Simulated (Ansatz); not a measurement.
The figure comes from a scan of ZrC (rock salt): the crystal slips on the {100} plane by s times a lattice vector of 4.71 Å, no atom relaxing, γ being the energy change per area. Calculation: PBE (plane waves to 420 eV, PAW, scalar-relativistic; Ansatz, a first-principles code). k mesh 12×12×12 (Γ-centred), Fermi-Dirac smearing 0.05 eV. Energies are extrapolated to zero smearing. With partly filled bands, the k mesh leaves noise in γ, roughly 0.02 J/m² as judged from a few cases. Faults lie only 7.1 Å apart, and holding the cell height and the atoms raises γ above its relaxed value. Left out: 5 of 12 points, with atoms too close for the PAW data. ZrC is run without spin polarisation. ZrC was relaxed with its symmetry unable to fall. The zero of γ is zero shift.

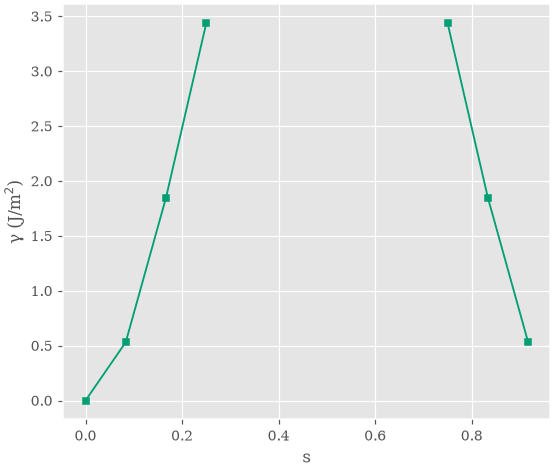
Figure. γ (J/m²) against s; markers are the computed points, lines only join them.

**Question.** Read the plotted values off the figure, to the accuracy that the plot allows.

**Answer.** To the nearest 0.05:

| s | γ (J/m²) |
|---|---|
| 0.000 | 0.00 |
| 0.083 | 0.55 |
| 0.167 | 1.85 |
| 0.250 | 3.45 |
| 0.750 | 3.45 |
| 0.833 | 1.85 |
| 0.917 | 0.55 |

(The slope of γ gives the shear force per area between the displaced halves; near zero shift its curvature is an elastic stiffness.)
